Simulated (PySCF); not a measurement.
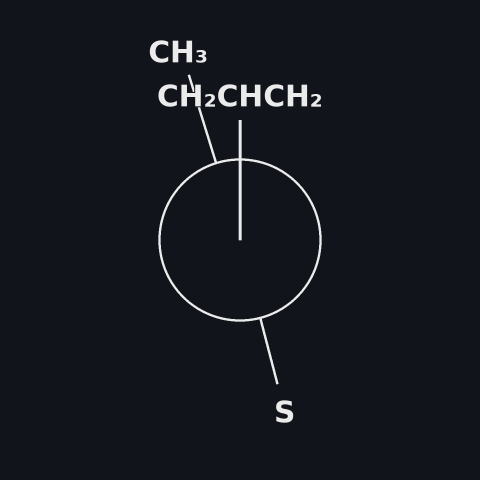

A Newman projection along the O–C bond, oxygen in front; angles are drawn as computed, but eclipsed bonds slightly apart. Geometry: an image of a reaction path computed with GFN2-xTB, not a minimum.

> Which molecule is it?

C5H8OS, C=CCOC(C)=S

> What is the torsion angle from the front CH2CHCH2 to the back S? The sign is positive where the front bond must turn clockwise to cover the back bond.

165°, antiperiplanar (anti).
